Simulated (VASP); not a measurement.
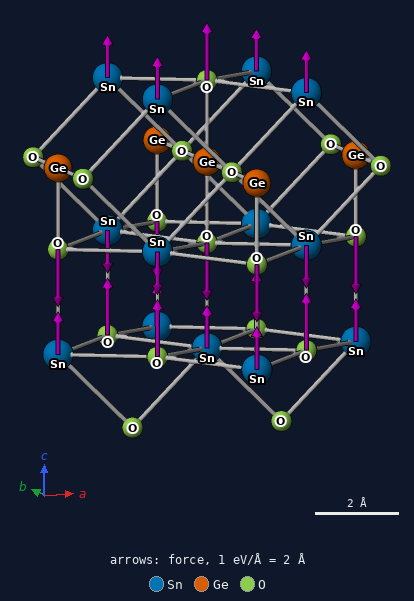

Starting geometry of crystalline Sn₂GeO₃ (a generated structure, set up in Immm) with the computed forces as purple arrows. Style: ball-and-stick. Shown: the atoms within 5.0 Å of the atom that moves most (axes of the conventional cell (2 times the calculation's cell)), slightly off an axis. Lengths and directions refer to the drawn axes.

The run lets cell and atoms move.

All numbers below come from Kohn-Sham DFT of a periodic cell, PBE, VASP PAW PBE potentials, recommended in VASP.

Input
```
PREC = Normal ; ENCUT = 520
EDIFF = 1E-4 ; ISMEAR = 0
SIGMA = 0.15 ; LREAL = False
LASPH = True ; NELM = 60
ALGO = Fast ; ISIF = 3
LWAVE = False ; LCHARG = False
GGA = PE ; IBRION = 2
NSW = 24 ; EDIFFG = -0.08
KPAR = 2
```

Launched with:
```bash
cat potpaw_PBE.64/Sn_d/POTCAR potpaw_PBE.64/Ge_d/POTCAR potpaw_PBE.64/O/POTCAR > POTCAR
mpirun -np 2 vasp_std > vasp.out
```

**Is this structure relaxed? If not, where do the atoms go?**

It isn't relaxed: the largest force vector, on O atoms, is 0.71 eV/Å. The atoms end up moving mostly along the starting forces (cosine between the two patterns 0.99). The largest moves relative to the cell, 0.24 Å, are those of O atoms. Largest moves by element: O 0.24 Å, Sn 0.22 Å. Ge stays in place. Cell: a 3.800 → 3.550 Å (−6.6 %), b 4.000 → 3.934 Å (−1.6 %), c 12.900 → 13.645 Å (+5.8 %). Volume −2.8 %. Among the contacts that change: Ge–O 1.999 → 2.355 Å, O–Sn 2.580 → 2.265 Å, O–Sn 2.666 → 2.829 Å, O–Sn 2.762 → 2.654 Å. The space group stays Immm (No. 71). The energy falls by 69.1 meV per atom in 23 geometry steps. The largest force component goes from 0.71 to 0.049 eV/Å. Pressure: −1.45 GPa at the start and −0.28 GPa at the end.
